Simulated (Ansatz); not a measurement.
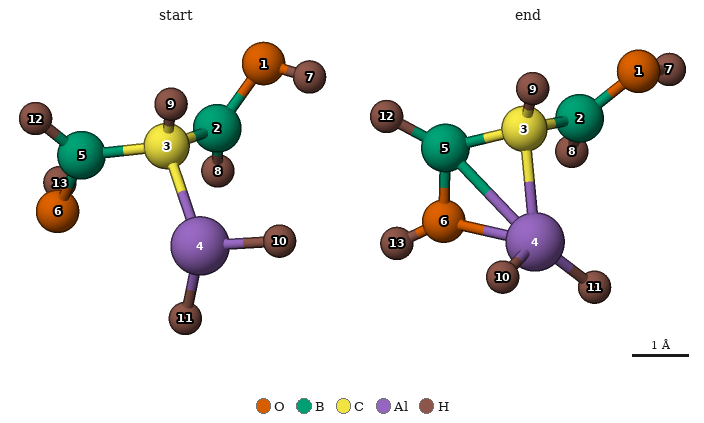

The structure of CH7AlB2O2 before (left) and after (right) a relaxation, at one scale.

The picture is a ball-and-stick view, seen from a free direction.

The run prepares an end point of a later path (hydrogen shift) calculation, from a guessed geometry.

All numbers below come from Ansatz, RKS PBE0-D4/def2-SVP. Settings: no spin polarisation; force threshold 0.02 eV/Å; at most 50 steps.

### Describe what moved and what it gained.

The largest move after the best rigid fit is that of H10, 2.40 Å. By element the largest moves are H 2.40 Å, O 0.83 Å, Al 0.69 Å, C 0.33 Å, B 0.30 Å. Some distances before and after: Al4–O6 3.488 → 2.032 Å, Al4–B5 2.972 → 2.408 Å, C3–B5 1.591 → 1.514 Å, O1–B2 1.431 → 1.363 Å. New bonds form, among them: Al4–O6 (3.49 → 2.03 Å). Bond angles that change, for instance: Al4–C3–B5 107.3° → 83.6°, B5–O6–H13 103.2° → 119.9°, Al4–C3–H9 108.2° → 124.8°. Groups turn about B5–O6 by about 90°, O1–B2 by about 90°, C3–Al4 by about 80°. The energy falls by 242.3 kJ/mol in 33 accepted moves (35 points after the start). The largest force component goes from 3.4 to 0.015 eV/Å. The line search rejected the trial steps at points 30, 34 of the run.
